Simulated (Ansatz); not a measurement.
**Molecular dynamics, with input and output: CH10O6 (part 2 of 2)**

The same run, continued: CH10O6 (disordered cell, 17 atoms in the cell); DFT PBE-D3(BJ), scalar-relativistic, plane waves, PAW, no spin polarisation (Ansatz 0.2.0); cutoff 420 eV, 1×1×1 k-mesh, Fermi–Dirac smearing of 0.02 eV. It belongs to a series of runs on one base structure; here: dynamics from the last frame of the run before.

Geometry of the input (Å; fractional positions):
```
5.4815  0.0000  0.0000
0.0000  5.4815  0.0000
0.0000  0.0000  5.4815
O  0.0036  1.1706  0.1531
H  -0.0835  1.2347  0.0258
H  -0.0616  0.9957  0.1786
O  0.8997  0.4537  0.7168
H  0.9081  0.4004  0.5541
H  0.7584  0.5773  0.6813
O  0.1838  0.7645  0.1714
H  0.3188  0.8079  0.0744
H  0.0764  0.6658  0.0629
O  0.6470  0.9313  0.8341
H  0.8283  0.8833  0.8448
H  0.6128  1.0437  0.7170
O  0.4194  0.3417  0.0491
C  0.5089  0.4033  0.2622
O  0.5382  0.2817  0.4483
H  0.2768  0.2310  0.0266
H  0.5858  0.5859  0.2500
```

What the program printed, continued:
```
md step    54: t =    40.50 fs  T =   622.4 K  F+E_penalty+E_count = -3814.72491624 eV  E_kin = 1.367659 eV  (8 SCF iters, 3 dispersion substeps)
md step    55: t =    41.25 fs  T =   656.7 K  F+E_penalty+E_count = -3814.76752507 eV  E_kin = 1.443004 eV  (8 SCF iters, 3 dispersion substeps)
md step    56: t =    42.00 fs  T =   733.7 K  F+E_penalty+E_count = -3814.81093276 eV  E_kin = 1.612264 eV  (8 SCF iters, 3 dispersion substeps)
md step    57: t =    42.75 fs  T =   869.0 K  F+E_penalty+E_count = -3814.73997906 eV  E_kin = 1.909455 eV  (8 SCF iters, 3 dispersion substeps)
md step    58: t =    43.50 fs  T =   793.8 K  F+E_penalty+E_count = -3814.59776561 eV  E_kin = 1.744204 eV  (8 SCF iters, 3 dispersion substeps)
md step    59: t =    44.25 fs  T =   788.4 K  F+E_penalty+E_count = -3814.54194172 eV  E_kin = 1.732496 eV  (8 SCF iters, 3 dispersion substeps)
md step    60: t =    45.00 fs  T =   852.8 K  F+E_penalty+E_count = -3814.61577871 eV  E_kin = 1.873857 eV  (9 SCF iters, 3 dispersion substeps)
md step    61: t =    45.75 fs  T =   827.1 K  F+E_penalty+E_count = -3814.70141500 eV  E_kin = 1.817587 eV  (8 SCF iters, 3 dispersion substeps)
md step    62: t =    46.50 fs  T =   822.1 K  F+E_penalty+E_count = -3814.62135231 eV  E_kin = 1.806401 eV  (8 SCF iters, 3 dispersion substeps)
md step    63: t =    47.25 fs  T =   769.6 K  F+E_penalty+E_count = -3814.33454099 eV  E_kin = 1.691076 eV  (7 SCF iters, 3 dispersion substeps)
md step    64: t =    48.00 fs  T =   679.5 K  F+E_penalty+E_count = -3814.02078637 eV  E_kin = 1.493176 eV  (8 SCF iters, 3 dispersion substeps)
md step    65: t =    48.75 fs  T =   604.7 K  F+E_penalty+E_count = -3813.85040627 eV  E_kin = 1.328874 eV  (9 SCF iters, 3 dispersion substeps)
md step    66: t =    49.50 fs  T =   698.6 K  F+E_penalty+E_count = -3813.91591623 eV  E_kin = 1.535171 eV  (9 SCF iters, 3 dispersion substeps)
md step    67: t =    50.25 fs  T =   789.3 K  F+E_penalty+E_count = -3814.12308721 eV  E_kin = 1.734480 eV  (8 SCF iters, 3 dispersion substeps)
md step    68: t =    51.00 fs  T =   931.3 K  F+E_penalty+E_count = -3814.28889050 eV  E_kin = 2.046464 eV  (8 SCF iters, 3 dispersion substeps)
SCF 400 converged in 8 iterations: F = -3814.244862 eV  dr2 = 5.70e-9
md step   399: t =   299.25 fs  T =  1437.2 K  F+E_penalty+E_count = -3814.24486155 eV  E_kin = 3.158161 eV  (8 SCF iters, 3 dispersion substeps)
iter 1 solved again at ethr=1.16e-4 eV; its pass at ethr=3.10e-3 eV (dr2=5.80e-2 eV) is discarded
SCF iter   1: F=—  HF=-3814.300156 eV  |F-HF|=—  |Δ(HF+E_count)|=         —  Δρ=8.09e-3  dr2=6.01e-2  ethr=1.16e-4  ⟨swp⟩=4.0  Hψ=234  notcnv=0
preconditioner: auto → Resta (q_TF=auto, 2.237 Å⁻¹)  ε∞=2.4  [insulator: Δε(μ)=4.967 eV  Ē_g=17.502 eV  σ=0.020 eV  W_gap=1.00  n_scr=26 (ndim 8)  ℏωp=20.5 eV  f_vac=0.244  D(μ)=0.00/eV (n_scr^D=0)  ε∞_Penn≈2.4]
SCF iter   2: F=—  HF=-3814.291104 eV  |F-HF|=—  |Δ(HF+E_count)|=   9.05e-3  Δρ=4.10e-3  dr2=1.15e-2  ethr=1.16e-4  ⟨swp⟩=3.0  Hψ=72  notcnv=0
SCF iter   3: F=—  HF=-3814.291083 eV  |F-HF|=—  |Δ(HF+E_count)|=   2.12e-5  Δρ=1.71e-3  dr2=3.11e-3  ethr=2.31e-5  ⟨swp⟩=2.0  Hψ=78  notcnv=0
SCF iter   4: F=—  HF=-3814.291023 eV  |F-HF|=—  |Δ(HF+E_count)|=   6.02e-5  Δρ=6.25e-4  dr2=5.87e-4  ethr=6.22e-6  ⟨swp⟩=2.0  Hψ=72  notcnv=0
SCF iter   5: F=—  HF=-3814.290967 eV  |F-HF|=—  |Δ(HF+E_count)|=   5.55e-5  Δρ=1.98e-4  dr2=6.97e-5  ethr=1.17e-6  ⟨swp⟩=2.0  Hψ=55  notcnv=0
SCF iter   6: F=—  HF=-3814.290996 eV  |F-HF|=—  |Δ(HF+E_count)|=   2.92e-5  Δρ=5.95e-5  dr2=7.75e-6  ethr=1.39e-7  ⟨swp⟩=2.0  Hψ=67  notcnv=0
SCF iter   7: F=—  HF=-3814.290994 eV  |F-HF|=—  |Δ(HF+E_count)|=   2.82e-6  Δρ=2.59e-5  dr2=1.00e-6  ethr=1.55e-8  ⟨swp⟩=3.0  Hψ=69  notcnv=0
SCF iter   8: F=—  HF=-3814.290994 eV  |F-HF|=—  |Δ(HF+E_count)|=   3.39e-8  Δρ=9.30e-6  dr2=1.24e-7  ethr=2.01e-9  ⟨swp⟩=2.0  Hψ=62  notcnv=0
SCF iter   9: F=-3814.290994 eV  HF=-3814.290994 eV  |F-HF|=1.65e-9  |Δ(HF+E_count)|=   8.26e-9  Δρ=2.33e-6  dr2=9.08e-9  ethr=3.40e-11  ⟨swp⟩=4.0  Hψ=150  notcnv=0
SCF 401 converged in 9 iterations: F = -3814.290994 eV  dr2 = 9.08e-9
md step   400: t =   300.00 fs  T =  1406.0 K  F+E_penalty+E_count = -3814.29099358 eV  E_kin = 3.089562 eV  (9 SCF iters, 3 dispersion substeps)
```

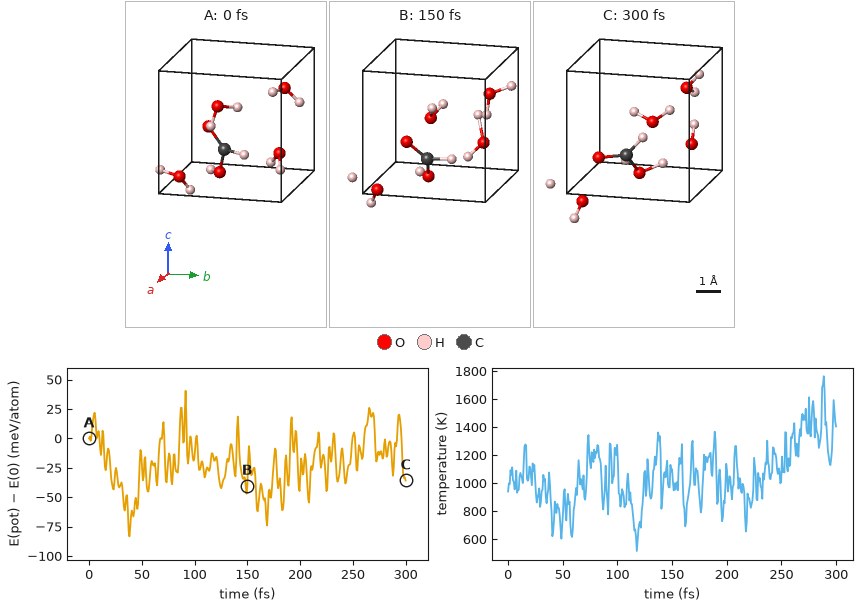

Figure 1. Frames of the molecular dynamics (ball-and-stick, simulation cell, seen slightly off an axis) above the curves, on which the letters mark them. The trajectory kept here has 401 frames over 300 fs. The temperature starts at 941 K, ranges from 517 to 1764 K and averages 1137 K over the second half. The potential energy ends 35.7 meV/atom below its first value. With the common drift removed, the root-mean-square displacement is 1.31 Å, and H11 has moved furthest (2.50 Å).

```
SCF converged after 9 iterations
Free energy (F): -3814.290994 eV
Harris-Foulkes:  -3814.290994 eV  (|F-HF|=1.65e-9)
Internal energy: -3814.290994 eV  (E = F + TS)
E sigma→0 (E₀):  -3814.290994 eV
Fermi energy:    0.601285 eV
--- Per-component energies (eV) ---
  E_band       = -449.070509
  E_kinetic    = 1271.534215
  E_local      = -3855.468864  (includes V_loc(G=0)·N_el)
  E_nonlocal   = 332.189872
  E_hartree    = 1381.763834
  E_xc         = -573.980895
  E_vxc        = -731.389403  (∫ρ·V_xc dr)
  E_paw        = -1054.617445  (= ΣΔE_a)
  E_vpaw       = -229.468274  (= ΣTr[D̂ρ^β])
  E_aug_tail   = 0.003067  (compensation charges beyond the density's cutoff)
  E_ewald      = -1315.006913
  E_disp       = -0.707865  (pairwise vdW)
  E_smearing   = -0.000000  (= −TS)
  E_closure    = -0.000000  (closes the sum)
  Σ components = -3814.290994   (vs F -3814.290994, Δ=0.00e0)
--- Forces (eV/Å), atoms counted from 1 ---
  atom   1  O      1.52138667    -3.24675786    -4.75451244
  atom   2  H     -2.88134002     0.29274296     0.82336631
  atom   3  H      1.07145132    -0.74745389     2.42139370
  atom   4  O     -2.52073436     0.85133206     1.55049747
  atom   5  H      0.36212067    -0.07043553    -0.23519734
  atom   6  H      1.57652118    -1.00539369    -0.83051184
  atom   7  O     -1.56245882     0.99977688    -2.82731149
  atom   8  H      1.37285503    -0.74458835     0.40508602
  atom   9  H      0.48712790    -0.61747224    -0.23096655
  atom  10  O     -1.08660538    -1.42955425    -2.49917732
  atom  11  H      1.33515890    -0.22952751     0.45520894
  atom  12  H      0.13519014     1.85147494     1.93981704
  atom  13  O      0.61762327     0.71807866     1.93775623
  atom  14  C     -1.16269619    -0.32514467    -0.97381259
  atom  15  O     -0.45749062     1.19996678     0.36393728
  atom  16  H      1.20137572     2.97766115     3.11553959
  atom  17  H     -0.00951759    -0.47471190    -0.66112890
  max |Σ_I F_I| component: 3.22e-5 eV/Å
--- MD trajectory: 400 steps, t = 0.0 → 300.0 fs ---
  final state: T = 1406.0 K   F+E_penalty+E_count = -3814.29099358 eV   E_kin = 3.089562 eV
```

Trajectory as extended XYZ (Å, eV, eV/Å), 6 of the 401 frames kept, from step=0 to step=400:
```
17
Lattice="5.4815 0.0000 0.0000 0.0000 5.4815 0.0000 0.0000 0.0000 5.4815" Properties=species:S:1:pos:R:3:forces:R:3 step=0 time_fs=0.0 energy=-3813.68377 temperature=941.2
O     0.0198    6.4168    0.8390    0.4428  -2.4382   2.6159
H    -0.4575    6.7680    0.1414   -2.1435   1.3663  -2.6522
H    -0.3374    5.4577    0.9793    1.2224   2.3179  -0.1668
O     4.9318    2.4869    3.9293   -1.8632   2.9692   1.0271
H     4.9776    2.1951    3.0372    0.7245  -1.2219  -1.6661
H     4.1570    3.1646    3.7345    1.5429  -1.6473   1.2026
O     1.0073    4.1903    0.9395   -2.2780  -1.6376   0.6743
H     1.7473    4.4287    0.4079    1.3012   0.4944  -1.1771
H     0.4185    3.6495    0.3446    1.0731   0.1150   0.4354
O     3.5467    5.1049    4.5719    2.3554  -4.2496   3.4057
H     4.5400    4.8418    4.6306   -2.3102   1.1537  -0.7725
H     3.3592    5.7209    3.9304   -0.1922   2.7849  -2.9756
O     2.2991    1.8729    0.2692    0.3984   1.0609  -0.7116
C     2.7894    2.2106    1.4375    0.0409  -1.6194   0.3903
O     2.9500    1.5440    2.4575   -0.6091   0.0815  -0.9203
H     1.5174    1.2664    0.1459   -0.0939  -0.4328   1.3097
H     3.2112    3.2114    1.3705    0.3886   0.9030  -0.0188
17
Lattice="5.4815 0.0000 0.0000 0.0000 5.4815 0.0000 0.0000 0.0000 5.4815" Properties=species:S:1:pos:R:3:forces:R:3 step=80 time_fs=60.0 energy=-3814.03115 temperature=809.1
O    -0.2939    6.1581    0.4188    1.6811   1.2386   2.9536
H    -0.8236    5.8966   -0.4484   -0.9919  -1.1395   0.8163
H    -0.4790    5.8567    1.3835   -0.0961  -0.3201  -2.5323
O     4.8296    2.7680    3.7914    1.2594   0.7948   0.7847
H     5.7059    2.4886    4.1691   -0.9037   0.3032  -0.4433
H     4.4481    2.0422    3.3090   -0.4922  -0.8952  -0.4345
O     0.8808    3.9848    1.4529    0.7441   1.1796  -0.0821
H     1.8263    3.9975    1.1414   -1.3207  -0.1477   0.2250
H     0.6808    3.0899    1.7277    0.1575  -0.3556   0.1931
O     3.4337    5.2647    4.5049    0.4088  -0.9866  -1.1013
H     3.5010    4.3173    4.1233    0.2913   1.7570   0.4773
H     3.1688    5.9086    3.7848   -0.4740  -0.7861   0.1273
O     2.0386    1.8676    0.2742   -0.3377  -0.4377   1.9704
C     2.7617    1.9049    1.3671   -2.6716  -0.5618  -3.1548
O     2.6432    1.3423    2.4388   -0.3867  -1.6610   1.7437
H     0.6630    1.1816    0.4990    0.2393  -0.3540  -1.0584
H     3.5182    2.5920    1.2819    2.8930   2.3721  -0.4848
17
Lattice="5.4815 0.0000 0.0000 0.0000 5.4815 0.0000 0.0000 0.0000 5.4815" Properties=species:S:1:pos:R:3:forces:R:3 step=160 time_fs=120.0 energy=-3813.95864 temperature=711.8
O    -0.2331    5.9010    0.4602   -1.7838   1.6434  -3.6291
H    -0.6091    5.6192   -0.4849   -0.0695   1.2104   2.0476
H     0.0445    5.0617    1.0489    0.5091   0.2094  -0.0507
O     5.1330    3.0323    3.8757    1.3629  -0.3962  -2.2720
H     5.3778    3.9370    4.0564   -0.0744   0.2271   1.0117
H     4.4783    2.6229    4.4102   -1.2249   0.0254   1.1566
O     0.5893    4.2893    1.7192    1.2552  -2.1667   1.7545
H     1.4531    3.9014    1.3854   -1.2622  -0.1479   0.2457
H    -0.0498    3.6221    2.0956    0.9659  -0.3228  -0.0510
O     3.3395    5.1217    4.4908   -1.2205   0.0762  -0.7247
H     3.6042    4.5455    3.7606   -0.0208  -0.4583  -0.2546
H     2.5989    5.6120    4.0150    1.1470   0.1126   0.5973
O     1.8503    1.9143    0.5774   -0.1195   0.8828  -0.1918
C     2.8753    1.9207    1.3154    0.5132  -1.2991   1.0223
O     3.1936    1.1597    2.2673   -0.4740   1.0549  -0.8416
H     0.4068    1.2023    0.5036    0.7412  -0.5200  -0.1206
H     3.6581    2.7288    1.0082   -0.2449  -0.1313   0.3005
17
Lattice="5.4815 0.0000 0.0000 0.0000 5.4815 0.0000 0.0000 0.0000 5.4815" Properties=species:S:1:pos:R:3:forces:R:3 step=240 time_fs=180.0 energy=-3814.32047 temperature=1095.5
O    -0.2534    6.2718    0.4550    1.4789  -0.2899   0.2547
H    -1.0873    6.2735   -0.2429    0.9308  -1.1039   0.8923
H     0.0136    5.4201    1.2026   -0.3149   0.6697  -2.2116
O     5.3360    3.4156    3.9631   -0.6545   0.0115   0.8128
H     6.1400    3.3789    4.5299   -0.5680  -0.2464   0.1518
H     4.5378    3.6240    4.5307    1.2616  -0.0672  -0.7126
O     0.6000    4.1749    1.6109   -0.5291   2.9112  -3.0634
H     1.2398    3.5383    1.3212    0.7245  -0.9001  -1.0335
H     0.3754    4.0094    2.4754   -1.2493  -1.0109   4.2453
O     3.2132    5.6111    4.4797    0.3200  -1.2670   1.7444
H     2.9722    6.0973    3.6585   -0.9212  -0.0038   0.1499
H     2.5265    5.2709    5.1635    1.0531   1.3747  -2.1185
O     1.9747    2.2767    0.2384    0.8459   1.1832   1.2963
C     2.7782    2.4339    1.2823    0.3155   0.6400  -2.4803
O     3.0110    1.6050    2.1301    0.2525  -1.0481   1.5765
H     0.6957    1.1348    0.1180   -1.5764   0.1716   0.7699
H     3.4859    3.4353    1.3355   -1.3693  -1.0249  -0.2741
17
Lattice="5.4815 0.0000 0.0000 0.0000 5.4815 0.0000 0.0000 0.0000 5.4815" Properties=species:S:1:pos:R:3:forces:R:3 step=320 time_fs=240.0 energy=-3813.82754 temperature=1028.8
O    -0.0736    6.3440    0.3116    0.2428   1.8237   1.2227
H     0.0213    6.0672   -0.5769   -0.3189  -1.8645  -1.9074
H     0.2978    5.3918    1.2033    0.4561  -0.7007  -0.4145
O     5.0133    3.8319    3.9745   -0.8568  -2.9343  -0.3851
H     5.2744    2.9124    4.3875   -0.6991   2.4123  -1.1927
H     4.0530    3.6905    3.6131    1.9093   0.3815   1.3196
O     0.7092    4.4505    1.6968    1.6408   0.0976  -2.0632
H     1.3987    3.8173    1.1534   -2.0167   1.0739   0.5986
H     0.3188    4.0861    2.5162   -0.4107  -0.3546   1.1232
O     3.0137    5.2936    4.5558   -0.4101  -1.5063   0.6779
H     3.0721    5.9697    3.8845   -0.5963   1.0980  -0.0411
H     2.5595    5.5186    5.4017    0.4933   0.7709  -1.0801
O     1.9225    2.5389    0.1432   -0.2648  -0.4229   1.4750
C     2.8246    2.4400    1.1060   -1.0347  -4.2849  -0.2147
O     3.2019    1.4919    1.8644   -1.4019   1.7938  -1.3130
H     0.4996    1.7104    0.1923    0.5769  -0.8066   1.3686
H     3.3176    3.3283    1.0181    2.6908   3.4231   0.8262
17
Lattice="5.4815 0.0000 0.0000 0.0000 5.4815 0.0000 0.0000 0.0000 5.4815" Properties=species:S:1:pos:R:3:forces:R:3 step=400 time_fs=300.0 energy=-3814.29099 temperature=1406.0
O    -0.3654    6.5652   -0.0700    1.5214  -3.2468  -4.7545
H     0.5560    6.4537   -0.6019   -2.8813   0.2927   0.8234
H     0.1642    5.2754    0.7553    1.0715  -0.7475   2.4214
O     4.8424    4.1411    3.6142   -2.5207   0.8513   1.5505
H     4.5884    3.2572    3.9383    0.3621  -0.0704  -0.2352
H     3.9728    4.6742    3.9527    1.5765  -1.0054  -0.8305
O     0.6742    4.7674    1.5921   -1.5625   0.9998  -2.8273
H     1.0050    3.5681    0.7350    1.3729  -0.7446   0.4051
H    -0.0616    4.6860    2.2727    0.4871  -0.6175  -0.2310
O     2.4997    5.0311    4.5900   -1.0866  -1.4296  -2.4992
H     1.6004    5.1510    4.1734    1.3352  -0.2295   0.4552
H     2.6701    5.6390    5.2803    0.1352   1.8515   1.9398
O     1.5869    2.6815    0.3934    0.6176   0.7181   1.9378
C     2.4802    2.3336    1.3973   -1.1627  -0.3251  -0.9738
O     3.0711    1.2598    1.3633   -0.4575   1.2000   0.3639
H     0.0511    1.6584    0.4936    1.2014   2.9777   3.1155
H     2.5505    3.0884    2.2528   -0.0095  -0.4747  -0.6611
```
